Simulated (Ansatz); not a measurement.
# BH5O2Si (SMILES OBO[SiH3]): what the fields show

```xyz
9

B     0.5447   -1.6317    0.8071
O    -0.1581   -2.6639    1.3399
O     0.4673   -1.2639   -0.5084
Si   -0.3076   -1.7041   -1.9153
H    -0.7246   -3.1222    0.7036
H     1.2724   -1.0149    1.5438
H    -1.2096   -2.8760   -1.6660
H    -1.1228   -0.5583   -2.4005
H     0.7094   -2.0815   -2.9330
```

Geometry: r2SCAN-D4/def2-SVP.

These are results of Ansatz 0.2.0, isolated molecule in a Gaussian basis; Kohn-Sham density functional theory, functional PBE0, not measurements.

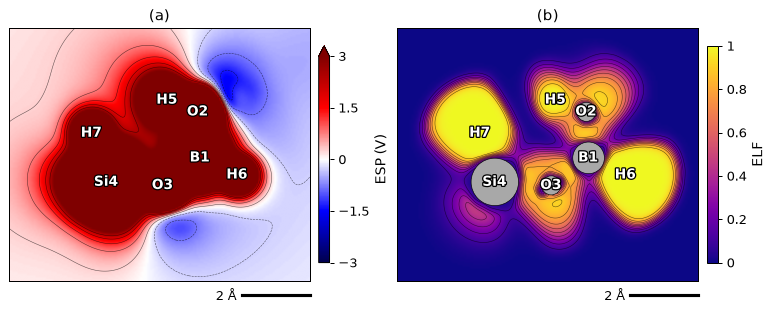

Figure 1. (a) molecular electrostatic potential; (b) ELF on the plane of atoms O3, B1 and H6. Grey discs cover the atomic cores in the ELF map.

### Interpret the plot.

- Atoms in the plane: B, O, Si and H.
- B–O (1.36 Å): the ELF peaks at about 0.90 between the atoms; a short, strongly polar bond.
- Si–O (1.67 Å): the ELF peaks at about 0.85 between the atoms, as expected for a shared but strongly polarised pair.
- O–H (0.97 Å): the ELF climbs to about 1 towards the hydrogen, as it does in any bond to H: an ordinary covalent bond to hydrogen.
- B–H (1.21 Å): the ELF climbs to about 1 towards the hydrogen (a covalent bond by its length).
- Si–H (1.50 Å): the ELF climbs to about 1 towards the hydrogen.
- The ELF also peaks beside O3 and O2, away from the bonds: lone-pair regions.
- Outside the dense part of the molecule the potential is most negative (−1.5 V) near O2.

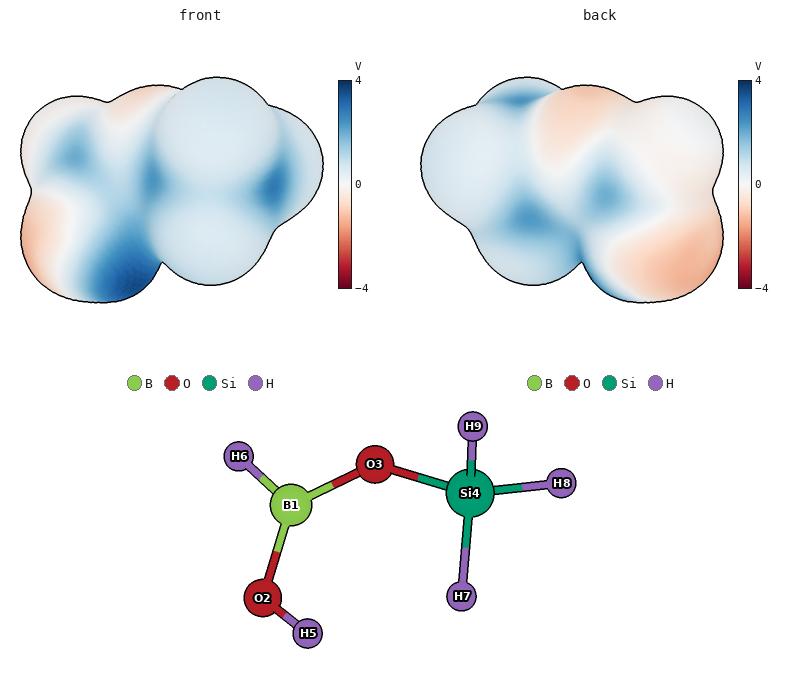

Figure 2. The molecular electrostatic potential painted on the density surface at 0.004 e/bohr³, seen from the front and from behind; the colour scale runs from red (negative) to blue (positive). The bare structure is drawn below in the same view.

### Where is the surface potential most negative and most positive?

The most negative region (about −1.4 V) lies over O2, the most positive (about +3.5 V) over H5. O2 is the likeliest acceptor of a hydrogen bond.
